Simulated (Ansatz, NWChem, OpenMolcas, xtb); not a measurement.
A ladder of methods for CF4 (tetrafluoromethane)

CF4 has 5 atoms, charge 0, and is taken as a singlet. As SMILES, `FC(F)(F)F`. Geometry: relaxed at PBE0-D4/def2-TZVP.

Quantity: the HOMO–LUMO gap, in eV. The values are calculated.

| level | kind | program | value (eV) | CPU time |
| --- | --- | --- | --- | --- |
| GFN0-xTB | semi-empirical | xtb | 13.65 | under 2 s |
| HF/aug-cc-pVDZ | Hartree–Fock | Ansatz | 20.81 | 4.6 s |
| SVWN5/aug-cc-pVDZ | LDA | Ansatz | 10.58 | 5.8 s |
| PBE/aug-cc-pVDZ | GGA | NWChem | 10.29 | 18 s |
| M06-L/aug-cc-pVDZ | meta-GGA | NWChem | 11.04 | 40 s |
| M06-2X/aug-cc-pVDZ | hybrid meta-GGA | OpenMolcas | 15.32 | 37 s |
| wB97X/aug-cc-pVDZ | range-separated hybrid | NWChem | 17.57 | 3.6 min |
| B2PLYP/aug-cc-pVDZ | double hybrid | OpenMolcas | 16.00 | 24 s |

The values span 10.29 to 20.81 eV. Orbital gaps aren't excitation energies, and those of double hybrids come from the SCF part alone; they tend to grow with the share of exact exchange. CPU times are rough (shared hosts, several kinds of processor): they show what a rung costs within a factor of a few.

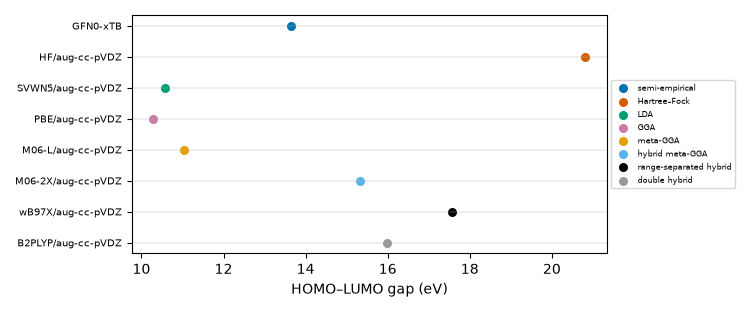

The values of the table, level by level.
